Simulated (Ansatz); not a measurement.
Partial pair distribution functions of a relaxed model of amorphous Si$_{24}$O$_{49}$K$_{2}$, broadened by 0.06 Å; density 2.25 g/cm³. Method: PBE, scalar-relativistic without spin-orbit coupling (plane waves to 420 eV, PAW; Ansatz, a first-principles code).

It comes from a melt-quench run on a machine-learned potential (CHGNet), relaxed afterwards by DFT. O atoms were pushed apart under 1.9 Å during the dynamics, to hinder bonds among them. The hot cell started wider than the set density and was brought back towards it in steps. It is the lowest in DFT energy of 2 quenches. It is a model cell: composition and starting density were chosen by hand, and all elements were melted together. No dispersion term was used. Its density started from a set value of 2.21 and ended at 2.25 g/cm³. Cooling (nominally 320 K/ps over its main leg) ran many orders faster than in experiment, which tends to leave more defects and strain. Values belong to this one cell and scatter from quench to quench. Volume and shape were free in the relaxation.

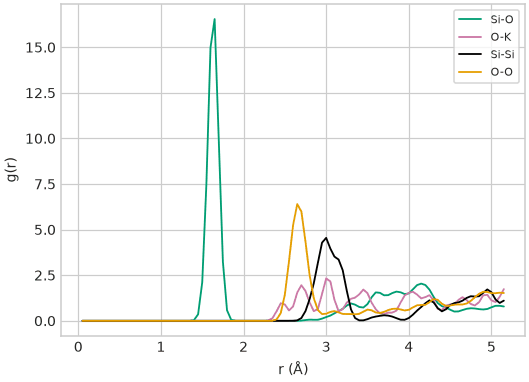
Fig. 1. Partial pair distribution functions

Highest peaks under 4.5 Å: Si-O near 1.65 Å, O-K near 3.00 Å, Si-Si near 3.00 Å, O-O near 2.65 Å; pairs of few atoms are noisy.

Within 1.90 Å each Si has 4.00 O neighbours on average.
